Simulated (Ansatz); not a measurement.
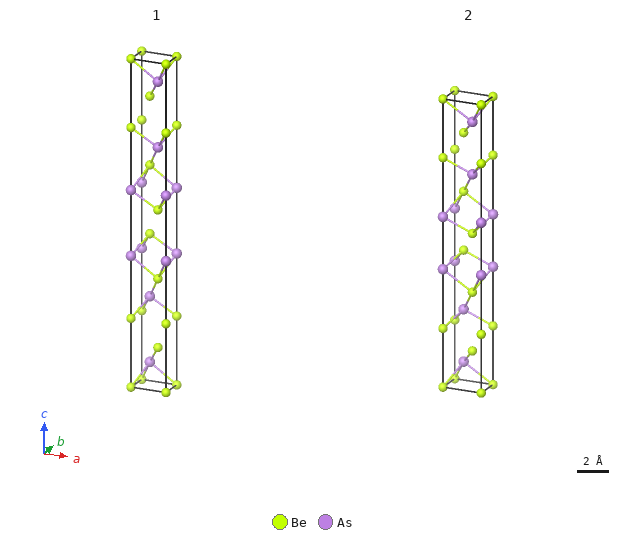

Two geometries of solid Be3As2 (built on the tetradymite_166 type) (coarse preliminary run), drawn at one scale. One is the start of a relaxation, the other its converged end. A ball-and-stick model of the conventional cell (3 times the calculation's cell), seen slightly off an axis. Lengths and directions refer to the drawn axes.

Theory: DFT PBE, scalar-relativistic, plane waves, PAW in Ansatz. (plane-wave cutoff 420 eV; k-point mesh 6 × 6 × 6; occupations gaussian; smearing width 0.1 eV; no spin polarisation; cell and atoms relaxed; force threshold 0.04 eV/Å; at most 70 steps)

Which of the two is the end point?

Structure 2 is the relaxed one. Case: tetradymite type (R-3m, No. 166). The largest moves relative to the cell, 0.18 Å, are those of As atoms. Largest moves by element: As 0.18 Å, Be 0.11 Å. The drawn cell changes as follows: a = b 3.192 → 3.487 Å (+9.3 %), c 22.193 → 19.478 Å (−12.2 %); the volume changes by +4.8 %. Near-neighbour distances that change, for instance: As–Be 2.363 → 2.496 Å, As–Be 2.237 → 2.270 Å. Among the angles between lasting bonds that change: Be–As–Be 91.0° → 100.4°, As–Be–As 91.0° → 100.4°, Be–As–Be 91.9° → 85.1°. The space group stays R-3m (No. 166). The energy falls by 131 meV per atom in 6 accepted moves (7 points after the start). Largest force component: 1 eV/Å at the start, 0.026 eV/Å at the end. Pressure: 8.46 GPa at the start and 0.09 GPa at the end. The SCF was repeated once at an unchanged geometry on a basis and grid sized afresh for the cell, which shifted the energy by 0.7 meV per atom at most. Cost: 25 s on 1 thread of Arm Neoverse V1, on a shared host, peak memory 0.35 GiB.
